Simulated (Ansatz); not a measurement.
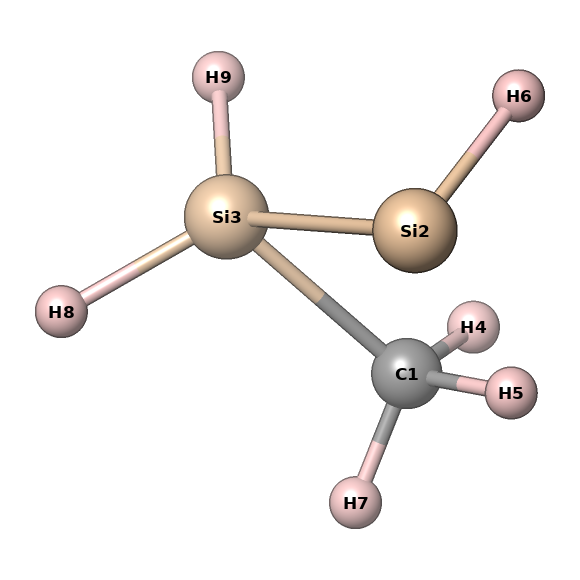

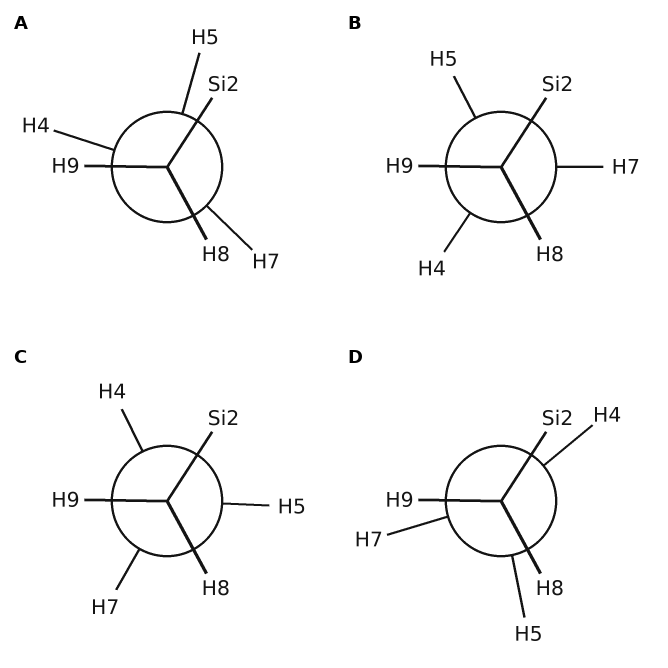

Depth is shown by fading: the farther an atom, the more it takes the colour of the background. Bonds that would overlap in a projection are set slightly apart. The computed structure is the end point of a PBE-D4/def2-SVP optimisation. No frequency run is at hand to confirm it as a minimum.

Which Newman projection shows the view along Si3–C1, with Si3 in front?

A. The torsion angle Si2–Si3–C1–H4 is −119°, anticlinal.
